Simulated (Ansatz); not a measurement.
**CH6BGeN: rigid scan of one bond length from a Python script**

Aim: a rigid scan of one bond length, for CH6BGeN, run from a script.

Program: the Python package of Ansatz 0.2.0. Level of theory: r2SCAN0/def2-SVP. These are calculated values, not measurements.

## 1. Starting point

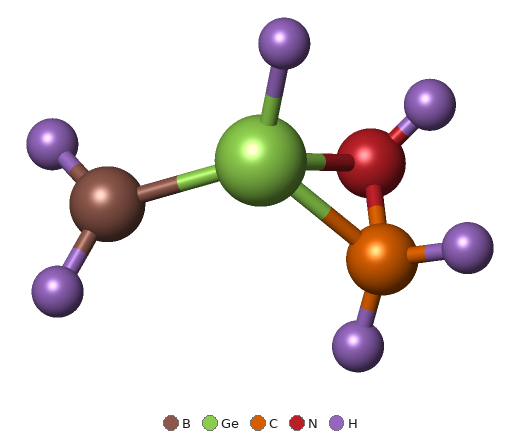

The starting structure, viewed from a chosen angle; boron brown, germanium green, carbon orange, nitrogen red, hydrogen purple.

The script holds or builds the structure itself.

## 2. The code

scan.py

```python
'''Stretching a bond of CH6BGeN, the rest held rigid.'''

from dataclasses import dataclass

import ansatz as az
from ase import Atoms
import matplotlib.pyplot as plt
import numpy as np


@dataclass
class Options:
    basis_set: str = 'def2-SVP'
    functional: str = 'r2scan0'


cfg = Options()


def main() -> None:
    atoms = Atoms(['B', 'Ge', 'C', 'N', 'H', 'H', 'H', 'H', 'H', 'H'], positions=[
        (-1.4864, 1.0035, -0.7771),
        (0.3446, 0.6185, -0.2051),
        (0.4825, -0.7466, 1.1068),
        (0.6393, -1.2822, -0.19),
        (-1.8823, 0.7835, -1.9047),
        (-2.2904, 1.5605, -0.03),
        (1.6055, 1.2287, -0.9231),
        (1.5285, -0.7561, 1.6493),
        (-0.4251, -0.9856, 1.6864),
        (1.567, -1.4753, -0.4095),
    ])
    mol = az.Crystal.molecule_from_ase(atoms)

    symbols = [site.symbol for site in mol.cartesian_sites]
    start = np.array([site.position_ang for site in mol.cartesian_sites])
    axis = (start[5] - start[0]) / np.linalg.norm(start[5] - start[0])
    moving = [5]
    lengths, energies = [1.05, 1.13, 1.23, 1.35, 1.54, 1.85, 2.22, 2.71], []
    for length in lengths:
        xyz = start.copy()
        xyz[moving] += (length - np.linalg.norm(start[5] - start[0])) * axis
        point = az.Crystal.molecule()
        for symbol, xyz in zip(symbols, xyz):
            point = point.atom(symbol, xyz.tolist())
        model = (
            point.calculation()
            .basis(gaussian=cfg.basis_set)
            .functional(cfg.functional)
        )
        r = model.run(threads=1, pin='off').report
        energies.append(r['free_energy_ev'])
        print(f'r = {length:6.3f} A  E = {energies[-1]:.5f} eV  <S^2> = {abs(r["mean_field"]["state"]["spin_squared"]):.3f}')

    print('energy above the lowest point (eV):', [round(e - min(energies), 3) for e in energies])
    plt.figure(figsize=(4.5, 3))
    plt.plot(lengths, np.array(energies) - min(energies), 'o-')
    plt.xlabel('bond length (A)')
    plt.ylabel('E - E(min) (eV)')
    plt.tight_layout()
    plt.savefig('scan.png', dpi=100)


if __name__ == '__main__':
    main()
```

## 3. What the engine is handed

The package turns the script's settings into the engine's input (first run):

```yaml
crystal:
  periodic: [false, false, false]
  atoms:
    - { symbol: B, position_ang: [-1.4864, 1.0035, -0.7771] }
    - { symbol: Ge, position_ang: [0.3446, 0.6185, -0.2051] }
    - { symbol: C, position_ang: [0.4825, -0.7466, 1.1068] }
    - { symbol: "N", position_ang: [0.6393, -1.2822, -0.19] }
    - { symbol: H, position_ang: [-1.8823, 0.7835, -1.9047] }
    - { symbol: H, position_ang: [-2.172305592362621, 1.4786858394850497, -0.1397367312759774] }
    - { symbol: H, position_ang: [1.6055, 1.2287, -0.9231] }
    - { symbol: H, position_ang: [1.5285, -0.7561, 1.6493] }
    - { symbol: H, position_ang: [-0.4251, -0.9856, 1.6864] }
    - { symbol: H, position_ang: [1.567, -1.4753, -0.4095] }
basis:
  gaussian:
    orbitals: def2-SVP
hamiltonian:
  xc: r2scan0
```

## 4. The run

Run with:

```bash
$ python scan.py
```

**Question.** What results will this script give? Wanted: range of energy; lowest point, distance.

**Answer**, as computed:

| quantity | value |
| --- | --- |
| runs compared | 8 |
| range of energy | 4.697 eV |
| lowest point, distance (Å) | 1.23 |

What this shows: The curve has its lowest point inside the range, at 1.23. The ends stand 0.357 and 4.7 eV above it. The distance scanned is the script's pair 0, 5. Total energies depend on the basis set; only differences at equal settings carry meaning. The rest of the molecule is held rigid at a force-field or estimated start geometry, and the basis set is modest; single-reference methods fail as a bond breaks.
